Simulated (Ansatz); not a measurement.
```xyz
9

B    -0.592    1.307   -0.863
C     0.096    0.099   -0.269
C     1.078   -0.737   -0.025
C    -0.067   -0.948    0.877
H    -0.740    1.422   -2.056
H    -1.030    2.157   -0.126
H     2.139   -0.937   -0.173
H    -0.780   -1.763    0.683
H    -0.015   -0.647    1.936
```

Where will the first 4 clear peaks of this molecule's radial distribution curve from gas electron diffraction lie, and which pairs make them?

Answer. Peak 1, 1.51 Å: C–C 1.47–1.56 Å (×2), C–B 1.51 Å, not resolved; in its flanks C–H 1.09–1.10 Å, C–C 1.31 Å
Peak 2, 2.31 Å: C···H 2.24–2.44 Å (×8), not resolved
Peak 3, 2.83 Å: C···B 2.77–2.90 Å (×2), not resolved
Peak 4, 3.49 Å: C···H 3.40–3.58 Å (×3), B···H 3.44–3.60 Å (×3), not resolved; in its flanks C···H 3.83 Å, H···H 4.01–4.55 Å

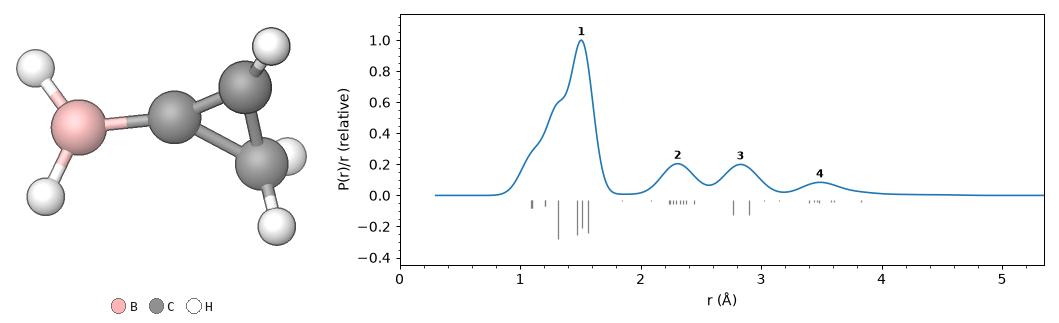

Simulated gas electron diffraction: radial distribution curve of C3H5B. Each pair of atoms contributes with weight ZᵢZⱼ/r (bars below the curve); damping constant 0.002 Å²; vibrational amplitudes assumed, not computed: 0.05 Å for bonds, 0.078 Å for bonds to H, 0.06 + 0.015 r up to 0.15 Å for other pairs. The geometry is the end point of an optimisation (RKS B3LYP/def2-SVP in Ansatz 0.2.0); it may be a saddle point or a higher isomer.
